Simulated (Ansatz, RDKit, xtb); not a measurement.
# Isomers of C3H9GeN, a sample narrowed down, part 2 of 2

Which of a sample of isomers of C3H9GeN is the most stable in the gas at 298.15 K, and what are its properties? The sample is small against all isomers, and the most stable one of this formula need not be in it.

xtb, Ansatz and PySCF; isolated molecules. Earlier steps stand in the parts before.

### 6 The relaxed candidates

```tsv
label	spin	r2SCAN-D4/def2-SVP (kcal/mol)	r2SCAN-D4/def2-SVP, relaxed (kcal/mol)	time
c133a	singlet	0.0	0.0	33 s
c712a	singlet	0.1	1.5	28 s
c203a	singlet	3.4	4.6	45 s
```

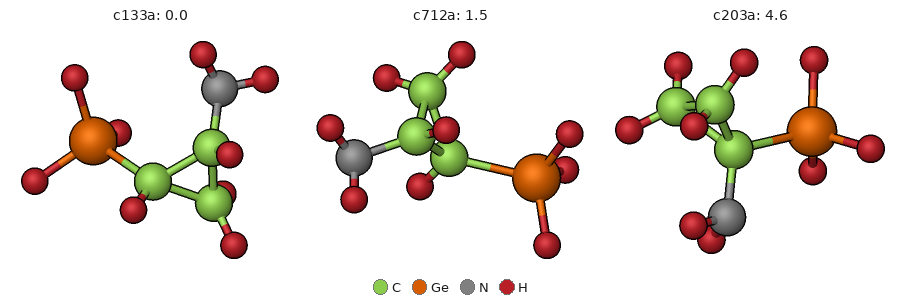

The relaxed structures, with energies at r2SCAN-D4/def2-SVP in kcal/mol.

### 7 Vibrations and thermal terms

The lowest few in one piece go on as finalists. In this search the thermal terms come from GFN2-xTB at its own nearest minimum. The first, c133a:

start.xyz

```xyz
14
c133a
C     -0.270443     0.005330    -1.997540
C     -1.245370    -0.518998    -0.988175
C      0.178981    -0.219108    -0.571611
Ge     0.566118     1.338383     0.530001
N     -0.429668     1.373953    -2.403353
H     -1.157526     1.462273    -3.112775
H      0.432493     1.728256    -2.818422
H      0.097230    -0.725794    -2.737787
H     -2.029200     0.170532    -0.656931
H     -1.552916    -1.566575    -1.061781
H      0.821855    -1.090393    -0.398929
H      1.617168     2.242098    -0.137764
H      1.148634     0.853228     1.873247
H     -0.703106     2.151545     0.815613
```

The run is started by

```sh
$ xtb start.xyz --gfn 2 --ohess tight
```

The log of the run:

```text
* xtb version 6.7.1
   ID    Z sym.   atoms
    1    6 C      1-3
    2   32 Ge     4
    3    7 N      5
    4    1 H      6-14

           -------------------------------------------------
          |                Calculation Setup                |
           -------------------------------------------------

          program call               : xtb start.xyz --gfn 2 --ohess tight
          coordinate file            : start.xyz
          omp threads                :                     2

           -------------------------------------------------
          |                 G F N 2 - x T B                 |
           -------------------------------------------------

      * Hamiltonian:
        H0-scaling (s, p, d)           1.850000    2.230000    2.230000
        zeta-weighting                 0.500000
      * Dispersion:
        s8                             2.700000
        a1                             0.520000
        a2                             5.000000
        s9                             5.000000
      * Repulsion:
        kExp                           1.500000    1.000000
        rExp                           1.000000
      * Coulomb:
        alpha                          2.000000
        third order                    shell-resolved
        anisotropic                    true
        a3                             3.000000
        a5                             4.000000
        cn-shift                       1.200000
        cn-exp                         4.000000
        max-rad                        5.000000

          ...................................................
          :                      SETUP                      :
          :.................................................:
          :  # basis functions                  35          :
          :  # atomic orbitals                  34          :
          :  # shells                           20          :
          :  # electrons                        30          :
          :  max. iterations                   250          :
          :  Hamiltonian                  GFN2-xTB          :
          :  restarted?                      false          :
          :  GBSA solvation                  false          :
          :  PC potential                    false          :
          :  electronic temp.          300.0000000     K    :
          :  accuracy                    1.0000000          :
          :  -> integral cutoff          0.2500000E+02      :
          :  -> integral neglect         0.1000000E-07      :
          :  -> SCF convergence          0.1000000E-05 Eh   :
          :  -> wf. convergence          0.1000000E-03 e    :
          :  Broyden damping             0.4000000          :
          :  net charge                          0          :
          :  unpaired electrons                  0          :
          ...................................................

[... 7 lines left out ...]
   *** convergence criteria satisfied after 11 iterations ***
[... 28 lines left out ...]
         :: total energy             -15.807126608886 Eh    ::
[... 39 lines left out ...]
          :   energy convergence         0.1000000E-05 Eh   :
          :   grad. convergence          0.8000000E-03 Eh/α :
[... 26 lines left out ...]
 * total energy  :   -15.8071266 Eh     change       -0.4392753E-10 Eh
[... 16 lines left out ...]
 * total energy  :   -15.8096180 Eh     change       -0.2491390E-02 Eh
[... 16 lines left out ...]
 * total energy  :   -15.8103512 Eh     change       -0.7331762E-03 Eh
[... 16 lines left out ...]
 * total energy  :   -15.8106874 Eh     change       -0.3361907E-03 Eh
[... 16 lines left out ...]
 * total energy  :   -15.8109024 Eh     change       -0.2150376E-03 Eh
[... 18 lines left out ...]
 * total energy  :   -15.8109343 Eh     change       -0.3188712E-04 Eh
[... 18 lines left out ...]
 * total energy  :   -15.8109546 Eh     change       -0.2028556E-04 Eh
[... 18 lines left out ...]
 * total energy  :   -15.8109670 Eh     change       -0.1240889E-04 Eh
[... 16 lines left out ...]
 * total energy  :   -15.8109720 Eh     change       -0.4996734E-05 Eh
[... 17 lines left out ...]
 * total energy  :   -15.8109750 Eh     change       -0.2978289E-05 Eh
[... 16 lines left out ...]
 * total energy  :   -15.8109764 Eh     change       -0.1419448E-05 Eh
[... 16 lines left out ...]
 * total energy  :   -15.8109767 Eh     change       -0.2832905E-06 Eh
[... 4 lines left out ...]
   *** GEOMETRY OPTIMIZATION CONVERGED AFTER 12 ITERATIONS ***
[... 2 lines left out ...]
 total energy gain   :        -0.0038501 Eh       -2.4159 kcal/mol
[... 15 lines left out ...]
 final structure:
[... 41 lines left out ...]
          |                Final Singlepoint                |
[... 18 lines left out ...]
          :  -> SCF convergence          0.1000000E-05 Eh   :
          :  -> wf. convergence          0.1000000E-03 e    :
[... 10 lines left out ...]
   *** convergence criteria satisfied after 3 iterations ***
[... 28 lines left out ...]
         :: total energy             -15.810976662546 Eh    ::
[... 91 lines left out ...]
molecular dipole:
[... 87 lines left out ...]
c1  symmetry found (for desy threshold:  0.10E+00) used in thermo

          ...................................................
          :                      SETUP                      :
          :.................................................:
          :  # frequencies                          36      :
          :  # imaginary freq.                       0      :
          :  linear?                             false      :
          :  only rotor calc.                    false      :
          :  symmetry                               c1      :
          :  rotational number                       1      :
          :  scaling factor                  1.0000000      :
          :  rotor cutoff                   50.0000000 cm⁻¹ :
          :  imag. cutoff                  -20.0000000 cm⁻¹ :
          :.................................................:

    mode    ω/cm⁻¹     T·S(HO)/kcal·mol⁻¹    T·S(FR)/kcal·mol⁻¹   T·S(vib)
   ------------------------------------------------------------------------
       1    149.12    -0.80004 ( 98.75%)    -0.73266 (  1.25%)    -0.79920
       2    182.28    -0.68720 ( 99.44%)    -0.67321 (  0.56%)    -0.68713
       3    227.06    -0.56711 ( 99.77%)    -0.60817 (  0.23%)    -0.56720
       4    275.48    -0.46558 ( 99.89%)    -0.55092 (  0.11%)    -0.46567
   ------------------------------------------------------------------------

   temp. (K)  partition function   enthalpy   heat capacity  entropy
                                   cal/mol     cal/K/mol   cal/K/mol   J/K/mol
 298.15  VIB   13.3                 2510.886     19.706     13.565
         ROT  0.177E+06              888.752      2.981     26.995
         INT  0.236E+07             3399.638     22.687     40.561
         TR   0.146E+28             1481.254      4.968     40.521
         TOT                        4880.8919    27.6551    81.0818   339.2461

       T/K    H(0)-H(T)+PV         H(T)/Eh          T*S/Eh         G(T)/Eh
   ------------------------------------------------------------------------
    298.15    0.777820E-02    0.116842E+00    0.385246E-01    0.783172E-01
   ------------------------------------------------------------------------

         :::::::::::::::::::::::::::::::::::::::::::::::::::::
         ::                  THERMODYNAMIC                  ::
         :::::::::::::::::::::::::::::::::::::::::::::::::::::
         :: total free energy         -15.732659462833 Eh   ::
         ::.................................................::
         :: total energy              -15.810976662548 Eh   ::
         :: zero point energy           0.109063570892 Eh   ::
         :: G(RRHO) w/o ZPVE           -0.030746371177 Eh   ::
         :: G(RRHO) contrib.            0.078317199715 Eh   ::
         :::::::::::::::::::::::::::::::::::::::::::::::::::::

optimized geometry written to: xtbopt.xyz

           -------------------------------------------------
          | TOTAL ENERGY              -15.810976662548 Eh   |
          | TOTAL ENTHALPY            -15.694134895238 Eh   |
          | TOTAL FREE ENERGY         -15.732659462833 Eh   |
          | GRADIENT NORM               0.000119805874 Eh/α |
          | HOMO-LUMO GAP               7.423624791836 eV   |
           -------------------------------------------------

------------------------------------------------------------------------
------------------------------------------------------------------------
 total:
 * wall-time:     0 d,  0 h,  0 min,  0.418 sec
 *  cpu-time:     0 d,  0 h,  0 min,  0.832 sec
 * ratio c/w:     1.989 speedup
 SCF:
 * wall-time:     0 d,  0 h,  0 min,  0.010 sec
 *  cpu-time:     0 d,  0 h,  0 min,  0.021 sec
 * ratio c/w:     2.006 speedup
 ANC optimizer:
 * wall-time:     0 d,  0 h,  0 min,  0.087 sec
 *  cpu-time:     0 d,  0 h,  0 min,  0.173 sec
 * ratio c/w:     1.986 speedup
 analytical hessian:
 * wall-time:     0 d,  0 h,  0 min,  0.309 sec
 *  cpu-time:     0 d,  0 h,  0 min,  0.618 sec
 * ratio c/w:     2.000 speedup
```

Wall time 0.44 s (2 threads of Intel Xeon Platinum 8259CL at 2.50GHz (Skylake/Cascade Lake), shared host).

### 8 Zero-point energy and free-energy terms

As xtb prints them, at 298.15 K, with its own treatment of low modes:

```tsv
label	SMILES	spin	lowest mode (cm⁻¹)	zero-point (kcal/mol)	G − E (kcal/mol)
c133a	N[C@@H]1C[C@@H]1[GeH3]	singlet	149	68.4	49.1
c712a	N[C@@H]1C[C@H]1[GeH3]	singlet	59	67.8	47.8
c203a	N[C]1([GeH3])CC1	singlet	89	67.8	48.0
```

### 9 Last filter: a higher level

Each finalist gets a single point at CCSD(T)/def2-SVP + MP2/def2-TZVPP - MP2/def2-SVP.

c133a, CCSD(T)/def2-SVP:

input.yaml

```yaml
crystal:
  periodic: [false, false, false]
  atoms:
    - {symbol: C, position_ang: [-0.270443, 0.005330, -1.997540]}
    - {symbol: C, position_ang: [-1.245370, -0.518998, -0.988175]}
    - {symbol: C, position_ang: [0.178981, -0.219108, -0.571611]}
    - {symbol: Ge, position_ang: [0.566118, 1.338383, 0.530001]}
    - {symbol: N, position_ang: [-0.429668, 1.373953, -2.403353]}
    - {symbol: H, position_ang: [-1.157526, 1.462273, -3.112775]}
    - {symbol: H, position_ang: [0.432493, 1.728256, -2.818422]}
    - {symbol: H, position_ang: [0.097230, -0.725794, -2.737787]}
    - {symbol: H, position_ang: [-2.029200, 0.170532, -0.656931]}
    - {symbol: H, position_ang: [-1.552916, -1.566575, -1.061781]}
    - {symbol: H, position_ang: [0.821855, -1.090393, -0.398929]}
    - {symbol: H, position_ang: [1.617168, 2.242098, -0.137764]}
    - {symbol: H, position_ang: [1.148634, 0.853228, 1.873247]}
    - {symbol: H, position_ang: [-0.703106, 2.151545, 0.815613]}
basis:
  gaussian:
    orbitals: def2-SVP
correlation:
  method: ccsd_t
  frozen_orbitals: {"N": 1, Ge: 9, H: 0, C: 1}
```

The run is started by

```sh
$ ansatz run input.yaml --threads 2 --pin off --max-ram 5220MiB --events-out events.jsonl --progress --plain --runs-dir runs
```

The log of the run:

```text
Warning: RAYON_NUM_THREADS=2 ignored (pool sized by the plan → 2); use --threads N
Functional definition: HF
  name "HF"
  exchange = exact_x
  correlation = 0
1361 factors; integrals over basis functions are off by at most 1.6e-3 eV
mean field evaluation 1: about -61174.0346 eV, gradient 3.3e1 eV
mean field evaluation 2: about -61174.1177 eV, gradient 3.3e1 eV
mean field evaluation 4: about -61177.2279 eV, gradient 3.8e0 eV
mean field evaluation 8: about -61177.2736 eV, gradient 1.7e-1 eV
mean field evaluation 16: about -61177.1868 eV, gradient 4.6e-1 eV
mean field -61177.27373267 eV, -2248.2233422300 hartree, gradient 3.0e-6 eV, S^2 0.000000; 0 other end points of the search recorded, 0 dependent functions left out
13 core orbitals not correlated: weight in the atoms' cores, before any rotation towards them, 1.000 or more for the frozen orbitals, at most 0.000 for the correlated occupied ones
reference -61177.27373267 eV, -2248.2233422300 hartree; 20, 20 occupied and 100, 100 virtual orbitals, 1361 factors
second order -22.49756821 eV of doubles, -0.00000000 eV of singles
cycle   1  -23.05226497 eV  change   -5.5e-1 eV  update   1.0e-1
cycle   2  -23.72367349 eV  change   -6.7e-1 eV  update   3.0e-2
cycle   3  -23.81514070 eV  change   -9.1e-2 eV  update   1.2e-2
cycle   4  -23.81351048 eV  change    1.6e-3 eV  update   2.8e-3
cycle   5  -23.81448532 eV  change   -9.7e-4 eV  update   8.9e-4
cycle   6  -23.81425353 eV  change    2.3e-4 eV  update   2.4e-4
cycle   7  -23.81414950 eV  change    1.0e-4 eV  update   9.1e-5
cycle   8  -23.81413192 eV  change    1.8e-5 eV  update   2.8e-5
perturbative correction -0.74715919 eV, -0.0274575938 hartree
Total energy: -61201.83502377 eV, -2249.1259530300 hartree
```

Run time: 28 s. Hardware: 2 threads of Intel Xeon Platinum 8259CL at 2.50GHz (Skylake/Cascade Lake), shared host; peak memory 0.96 GiB.

### 10 c133a at MP2/def2-TZVPP

input.yaml

```yaml
crystal:
  periodic: [false, false, false]
  atoms:
    - symbol: C
      position_ang: [-0.270443, 0.005330, -1.997540]
    - symbol: C
      position_ang: [-1.245370, -0.518998, -0.988175]
    - symbol: C
      position_ang: [0.178981, -0.219108, -0.571611]
    - symbol: Ge
      position_ang: [0.566118, 1.338383, 0.530001]
    - symbol: "N"
      position_ang: [-0.429668, 1.373953, -2.403353]
    - symbol: H
      position_ang: [-1.157526, 1.462273, -3.112775]
    - symbol: H
      position_ang: [0.432493, 1.728256, -2.818422]
    - symbol: H
      position_ang: [0.097230, -0.725794, -2.737787]
    - symbol: H
      position_ang: [-2.029200, 0.170532, -0.656931]
    - symbol: H
      position_ang: [-1.552916, -1.566575, -1.061781]
    - symbol: H
      position_ang: [0.821855, -1.090393, -0.398929]
    - symbol: H
      position_ang: [1.617168, 2.242098, -0.137764]
    - symbol: H
      position_ang: [1.148634, 0.853228, 1.873247]
    - symbol: H
      position_ang: [-0.703106, 2.151545, 0.815613]
basis:
  gaussian:
    orbitals: def2-TZVPP
correlation:
  method: mp2
  frozen_orbitals: {"N": 1, Ge: 9, H: 0, C: 1}
```

The run is started by

```sh
$ ansatz run input.yaml --threads 2 --pin off --max-ram 5220MiB --events-out events.jsonl --progress --plain --runs-dir runs
```

The log of the run:

```text
Warning: RAYON_NUM_THREADS=2 ignored (pool sized by the plan → 2); use --threads N
[... 4 set-up lines as earlier in the session ...]
1773 factors; integrals over basis functions are off by at most 9.5e-4 eV
mean field evaluation 1: about -61185.0718 eV, gradient 4.0e1 eV
mean field evaluation 2: about -61185.3064 eV, gradient 4.0e1 eV
mean field evaluation 4: about -61189.5408 eV, gradient 4.4e0 eV
mean field evaluation 8: about -61189.6072 eV, gradient 2.5e-1 eV
mean field -61189.60743322 eV, -2248.6765973652 hartree, gradient 1.6e-6 eV, S^2 0.000000; 0 other end points of the search recorded, 0 dependent functions left out
13 core orbitals not correlated: weight in the atoms' cores, before any rotation towards them, 1.000 or more for the frozen orbitals, at most 0.000 for the correlated occupied ones
reference -61189.60743322 eV, -2248.6765973652 hartree; 20, 20 occupied and 265, 265 virtual orbitals, 1773 factors
second order -26.90980522 eV of doubles, -0.00000000 eV of singles
Total energy: -61216.51723844 eV, -2249.6655144669 hartree
```

It took 14 s on 2 threads of Intel Xeon Platinum 8259CL at 2.50GHz (Skylake/Cascade Lake), shared host; peak memory 0.93 GiB.

### 11 c712a at CCSD(T)/def2-SVP

input.yaml

```yaml
crystal:
  periodic: [false, false, false]
  atoms:
    - {symbol: C, position_ang: [0.478149, 0.173887, -1.606454]}
    - {symbol: C, position_ang: [-0.727814, -0.665831, -1.307266]}
    - {symbol: C, position_ang: [-0.748789, 0.815644, -0.997872]}
    - {symbol: Ge, position_ang: [-0.741811, 1.456725, 0.830506]}
    - {symbol: "N", position_ang: [0.741832, 0.467831, -2.986374]}
    - {symbol: H, position_ang: [1.296155, -0.279907, -3.405704]}
    - {symbol: H, position_ang: [1.300664, 1.318162, -3.065696]}
    - {symbol: H, position_ang: [1.335277, 0.032989, -0.923325]}
    - {symbol: H, position_ang: [-1.311963, -0.997613, -2.170801]}
    - {symbol: H, position_ang: [-0.673298, -1.380508, -0.479122]}
    - {symbol: H, position_ang: [-1.319406, 1.418390, -1.714460]}
    - {symbol: H, position_ang: [-0.158981, 2.878846, 0.915694]}
    - {symbol: H, position_ang: [0.130306, 0.510222, 1.675257]}
    - {symbol: H, position_ang: [-2.164374, 1.471912, 1.415446]}
basis:
  gaussian: {orbitals: def2-SVP}
correlation: {method: ccsd_t, frozen_orbitals: {"N": 1, Ge: 9, H: 0, C: 1}}
```

The run is started by

```sh
$ ansatz run input.yaml --threads 2 --pin off --max-ram 5220MiB --events-out events.jsonl --progress --plain --runs-dir runs
```

The log of the run:

```text
Warning: RAYON_NUM_THREADS=2 ignored (pool sized by the plan → 2); use --threads N
[... 4 set-up lines as earlier in the session ...]
1362 factors; integrals over basis functions are off by at most 1.4e-3 eV
mean field evaluation 1: about -61173.9358 eV, gradient 3.3e1 eV
mean field evaluation 2: about -61174.0182 eV, gradient 3.3e1 eV
mean field evaluation 4: about -61177.1811 eV, gradient 3.8e0 eV
mean field evaluation 8: about -61177.2268 eV, gradient 1.3e-4 eV
mean field evaluation 16: about -61177.1408 eV, gradient 1.9e-1 eV
mean field -61177.22680489 eV, -2248.2216176661 hartree, gradient 2.2e-6 eV, S^2 0.000000; 0 other end points of the search recorded, 0 dependent functions left out
13 core orbitals not correlated: weight in the atoms' cores, before any rotation towards them, 1.000 or more for the frozen orbitals, at most 0.000 for the correlated occupied ones
reference -61177.22680489 eV, -2248.2216176661 hartree; 20, 20 occupied and 100, 100 virtual orbitals, 1362 factors
second order -22.47381608 eV of doubles, -0.00000000 eV of singles
cycle   1  -23.03370780 eV  change   -5.6e-1 eV  update   1.0e-1
cycle   2  -23.70269589 eV  change   -6.7e-1 eV  update   3.0e-2
cycle   3  -23.79445276 eV  change   -9.2e-2 eV  update   1.2e-2
cycle   4  -23.79290914 eV  change    1.5e-3 eV  update   2.8e-3
cycle   5  -23.79395042 eV  change   -1.0e-3 eV  update   9.2e-4
cycle   6  -23.79373000 eV  change    2.2e-4 eV  update   2.7e-4
cycle   7  -23.79360696 eV  change    1.2e-4 eV  update   1.0e-4
cycle   8  -23.79358846 eV  change    1.8e-5 eV  update   3.4e-5
perturbative correction -0.74414169 eV, -0.0273467025 hartree
Total energy: -61201.76453504 eV, -2249.1233626168 hartree
```

It took 30 s on 2 threads of Intel Xeon Platinum 8259CL at 2.50GHz (Skylake/Cascade Lake), shared host; peak memory 0.96 GiB.

### 12 The ranking

Energies in kcal/mol from c712a; G adds the thermal terms to the CCSD(T)/def2-SVP + MP2/def2-TZVPP - MP2/def2-SVP energy. The columns left of the relaxed level are at the tight-binding geometries.

```tsv
label	SMILES	spin	GFN2-xTB	HF/STO-3G	r2SCAN-D4/def2-SVP	r2SCAN-D4/def2-SVP, relaxed	HF/def2-SVP	MP2/def2-SVP	CCSD(T)/def2-SVP + MP2/def2-TZVPP - MP2/def2-SVP	G	share at equilibrium	T1
c712a	N[C@@H]1C[C@H]1[GeH3]	singlet	0.0	0.0	0.0	0.0	0.0	0.0	0.0	0.0	68.0 %	0.009
c133a	N[C@@H]1C[C@@H]1[GeH3]	singlet	-3.6	0.5	-0.1	-1.5	-1.1	-1.6	-0.9	0.5	31.8 %	0.009
c203a	N[C]1([GeH3])CC1	singlet	-0.8	2.6	3.4	3.1	4.5	3.0	3.2	3.4	0.2 %	0.009
```

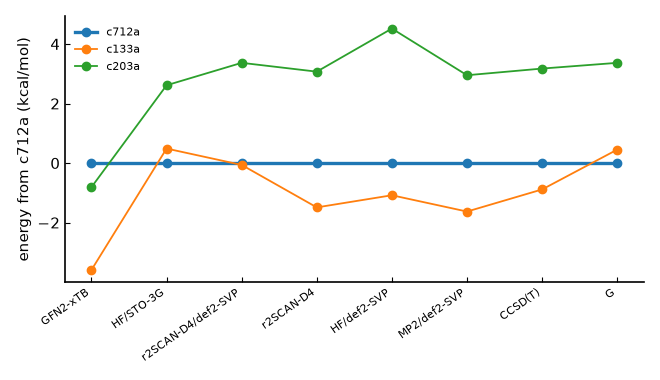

The finalists at each level, measured from c712a.

Lowest found: c712a, `N[C@@H]1C[C@H]1[GeH3]`, a singlet. Bond lengths: C1–C2 1.500 Å, C1–C3 1.512 Å, C2–C3 1.514 Å, C3–Ge4 1.938 Å, C1–N5 1.435 Å, N5–H6 1.021 Å, N5–H7 1.021 Å, C1–H8 1.105 Å, C2–H9 1.094 Å, C2–H10 1.095 Å, C3–H11 1.097 Å, Ge4–H12 1.539 Å, Ge4–H13 1.539 Å, Ge4–H14 1.538 Å. Some angles: C1–C2–C3 60.3°, C2–C1–C3 60.3°, C2–C1–N5 117.0°, C3–C1–N5 116.7°, C1–C3–C2 59.4°, C1–C3–Ge4 121.1°, C2–C3–Ge4 121.1°, C1–C2–H9 116.2°, C1–C2–H10 118.4°, C3–C2–H9 116.8°.

```xyz
14

C     0.4781    0.1739   -1.6065
C    -0.7278   -0.6658   -1.3073
C    -0.7488    0.8156   -0.9979
Ge   -0.7418    1.4567    0.8305
N     0.7418    0.4678   -2.9864
H     1.2962   -0.2799   -3.4057
H     1.3007    1.3182   -3.0657
H     1.3353    0.0330   -0.9233
H    -1.3120   -0.9976   -2.1708
H    -0.6733   -1.3805   -0.4791
H    -1.3194    1.4184   -1.7145
H    -0.1590    2.8788    0.9157
H     0.1303    0.5102    1.6753
H    -2.1644    1.4719    1.4154
```

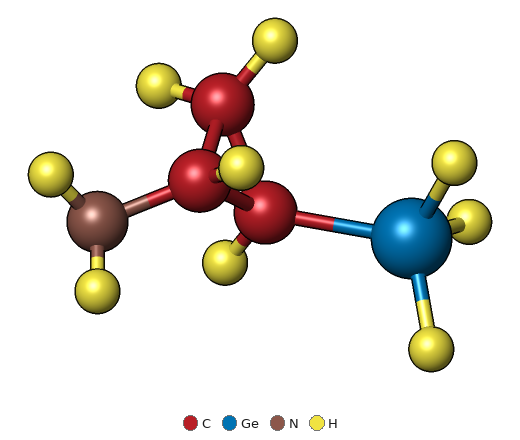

The lowest structure found, seen from a chosen angle (carbon red, germanium blue, nitrogen brown, hydrogen yellow).

### 13 What came out

What follows sums up all 2 parts.

| quantity | value |
| --- | --- |
| lowest structure found | N[C@@H]1C[C@H]1[GeH3], singlet |
| next finalist | N[C@@H]1C[C@@H]1[GeH3], singlet, 0.5 kcal/mol higher in G |
| share at equilibrium, among the finalists | 68.0 % |
| funnel | 3 starts, 3 minima at GFN2-xTB, 5 screening runs, 3 relaxed, 3 ranked |
| CPU time of all runs | 8.1 min |

`N[C@@H]1C[C@H]1[GeH3]` comes out lowest. The next finalist is drawn with the same bonds. At 0.5 kcal/mol the two aren't resolved. The thermal terms turn the order: in electronic energy alone `N[C@@H]1C[C@@H]1[GeH3]` is lowest. They come from GFN2-xTB, so the order rests on a rough term. GFN2-xTB, HF/STO-3G, r2SCAN-D4/def2-SVP, r2SCAN-D4/def2-SVP, relaxed, HF/def2-SVP and MP2/def2-SVP already put its bonding pattern lowest among the structures in one piece. The largest share of the time went into the final energies (51 %). The search is not exhaustive (a finite list of starts, one conformer a finalist), so a lower isomer can't be ruled out. Only 3 drawn patterns were tried, so whole families of isomers are missing, and the result ranks this sample alone.
